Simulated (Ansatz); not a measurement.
## BF$_{4}$ (charge −1): geometry relaxation

- system: BF$_{4}$, charge −1
- method: RKS PBE-D4/def2-SVPD (Ansatz 0.2.0)

The geometry comes from this level: GFN2-xTB. Figures and captions count atoms from 1; the log counts them from 0 in places.

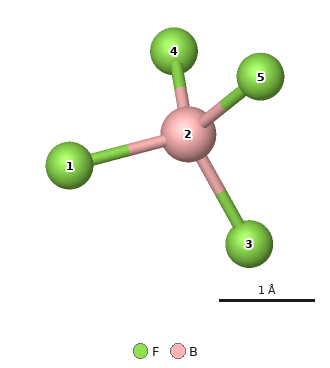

Fig. 1: The starting structure (ball-and-stick view, seen at a tilt; atoms are numbered from 1 in the order of the input). Bond lengths as drawn: B–F 1.39 Å.

Summary

| quantity | value |
| --- | --- |
| outcome | converged |
| total energy | −11533.0571 eV |
| mean-field energy | −11532.9872 eV |
| SCF solution under orbital rotations | stable |
| largest force (length of the vector) at the end | 0.037 eV/Å |
| hardware | 4 threads of Intel Xeon @ 2.70GHz, 189 GiB of memory available, shared host |
| wall time | 3.1 s (CPU time 9.8 s) |
| peak memory | 0.2 GiB |

Input
```yaml
crystal:
  periodic: [false, false, false]
  atoms:
    - { symbol: F, position_ang: [0.86245, 0.55704, -0.93684] }
    - { symbol: B, position_ang: [1.0e-05, 0.0, -7.0e-05] }
    - { symbol: F, position_ang: [-0.82951, -0.92329, -0.62549] }
    - { symbol: F, position_ang: [0.73961, -0.63719, 0.98932] }
    - { symbol: F, position_ang: [-0.77255, 1.0034, 0.57285] }
total_charge: -1
basis:
  gaussian: { orbitals: def2-SVPD }
hamiltonian:
  xc: pbe
  dispersion: d4
relax:
  f_tol: 0.03
  max_steps: 200
```

Launch command:
```bash
ansatz run input.yaml --threads 4 --pin off --max-ram 10240MiB --backend cpu --events-out ev --progress --plain --runs-dir out
```

What the program printed
```
The last accepted step is kept in [file] (removed where the run ends without a failure and the disk answers)
Engine: ansatz 0.2.0, x86_64-unknown-linux-gnu
Functional definition: PBE
  parameter kappa = 0.804
  parameter beta = 0.06672455060314922
  exchange = pbe_x(kappa = kappa, mu = beta*pi^2/3)
  correlation = pbe_c(beta = beta)
899 factors; their error is unknown
mean field evaluation 1: about -11532.7016 eV, gradient 1.3e1 eV
mean field evaluation 2: about -11532.4045 eV, gradient 1.9e1 eV
mean field evaluation 4: about -11532.9331 eV, gradient 2.6e-1 eV
mean field evaluation 8: about -11532.8922 eV, gradient 3.4e-3 eV
mean field -11532.89223710 eV, -423.8259724382 hartree, gradient 1.1e-5 eV, S^2 0.000000; 0 other end points of the search recorded, 0 dependent functions left out
the calculation of the forces begins
reference -11532.89227662 eV, -423.8259738905 hartree; 21, 21 occupied and 91, 91 virtual orbitals, 899 factors
relax step   1: F+E_penalty+E_count = -11532.96255261 eV  Δ(F+E_penalty+E_count) = +0.000e0 eV  max|allowed force component| = 1.007e0 eV/Å  Δτ_max = 0.0000 Å  (20 SCF iters, accepted)
these checks for a lower state are left out or cut short: starts, cluster_reference, orbital_swaps, neighbouring_geometries, increment
899 factors; their error is unknown
mean field evaluation 16: about -11532.9676 eV, gradient 1.4e-5 eV
mean field -11532.96764118 eV, -423.8287434873 hartree, gradient 2.2e-5 eV, S^2 0.000000; 0 other end points of the search recorded, 0 dependent functions left out
the calculation of the forces begins
reference -11532.96768086 eV, -423.8287449453 hartree; 21, 21 occupied and 91, 91 virtual orbitals, 899 factors
relax step   2: F+E_penalty+E_count = -11533.03772025 eV  Δ(F+E_penalty+E_count) = -7.517e-2 eV  max|allowed force component| = 4.386e-1 eV/Å  Δτ_max = 0.0189 Å  (25 SCF iters, accepted)
these checks for a lower state are left out or cut short: starts, cluster_reference, orbital_swaps, neighbouring_geometries, increment
899 factors; their error is unknown
mean field -11532.98713272 eV, -423.8294597880 hartree, gradient 2.5e-5 eV, S^2 0.000000; 0 other end points of the search recorded, 0 dependent functions left out
the calculation of the forces begins
reference -11532.98717253 eV, -423.8294612510 hartree; 21, 21 occupied and 91, 91 virtual orbitals, 899 factors
relax step   3: F+E_penalty+E_count = -11533.05701181 eV  Δ(F+E_penalty+E_count) = -1.929e-2 eV  max|allowed force component| = 2.671e-2 eV/Å  Δτ_max = 0.0152 Å  (25 SCF iters, accepted)
899 factors; their error is unknown
mean field evaluation 32: about -11533.0256 eV, gradient 2.8e-1 eV
```

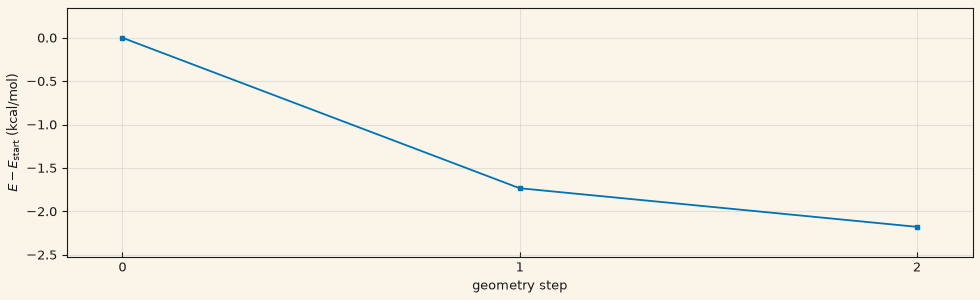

Fig. 2: Progress of the relaxation, step by step (the first geometry is step 0 here and step 1 in the log).

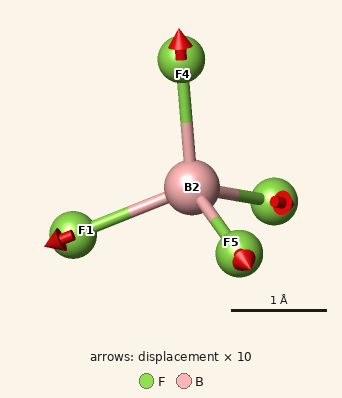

Fig. 3: The starting structure with the displacements as red arrows, magnified 10 times (ball-and-stick view, seen at a tilt). The two geometries are laid on each other by the best rigid fit. The largest moves after the best rigid fit, 0.034 Å, are those of F1, F3, F4 and F5. B stays in place. Distances before and after: B2–F3 1.390 → 1.424 Å. Over 2 geometry steps the energy falls by 2.18 kcal/mol. The largest force component goes from 1 to 0.027 eV/Å. (Atoms are counted from 1 in the order of the input.)

```
mean field -11532.98713272 eV, -423.8294597880 hartree, gradient 2.6e-5 eV, S^2 0.000000; 1 other end points of the search recorded, 0 dependent functions left out
the calculation of the forces begins
reference -11532.98717253 eV, -423.8294612510 hartree; 21, 21 occupied and 91, 91 virtual orbitals, 899 factors
Total energy: -11533.05705162 eV, -423.8320292602 hartree
Atom 0 at     0.883593     0.570739    -0.959786 Å, force     0.023170     0.014966    -0.025199 eV/Å
Atom 1 at     0.000004    -0.000009    -0.000056 Å, force    -0.000080     0.000033     0.000488 eV/Å
Atom 2 at    -0.849846    -0.945947    -0.640790 Å, force    -0.022204    -0.024738    -0.016774 eV/Å
Atom 3 at     0.757703    -0.652806     1.013540 Å, force     0.019674    -0.016970     0.026278 eV/Å
Atom 4 at    -0.791442     1.027983     0.586862 Å, force    -0.020559     0.026709     0.015206 eV/Å
Dipole moment:     0.000005    -0.000002    -0.000028 e Å
```

Trajectory as extended XYZ (Å, eV, eV/Å), 3 frames, from step=1 to step=3
```
5
Properties=species:S:1:pos:R:3:forces:R:3 step=1 energy=-11532.96255
F     0.8625    0.5570   -0.9368    0.8667   0.5603  -0.9412
B     0.0000    0.0000   -0.0001   -0.0005  -0.0001   0.0022
F    -0.8295   -0.9233   -0.6255   -0.8333  -0.9276  -0.6280
F     0.7396   -0.6372    0.9893    0.7418  -0.6392   0.9924
F    -0.7725    1.0034    0.5728   -0.7747   1.0067   0.5746
5
Properties=species:S:1:pos:R:3:forces:R:3 step=2 energy=-11533.03772
F     0.8742    0.5646   -0.9496    0.3778   0.2442  -0.4103
B     0.0000    0.0000   -0.0001   -0.0003   0.0000   0.0014
F    -0.8408   -0.9359   -0.6340   -0.3631  -0.4042  -0.2737
F     0.7497   -0.6459    1.0028    0.3232  -0.2785   0.4323
F    -0.7830    1.0170    0.5806   -0.3376   0.4386   0.2503
5
Properties=species:S:1:pos:R:3:forces:R:3 step=3 energy=-11533.05701
F     0.8836    0.5707   -0.9598    0.0232   0.0150  -0.0252
B     0.0000    0.0000   -0.0001   -0.0001   0.0000   0.0005
F    -0.8498   -0.9459   -0.6408   -0.0222  -0.0247  -0.0168
F     0.7577   -0.6528    1.0135    0.0197  -0.0170   0.0263
F    -0.7914    1.0280    0.5869   -0.0206   0.0267   0.0152
```
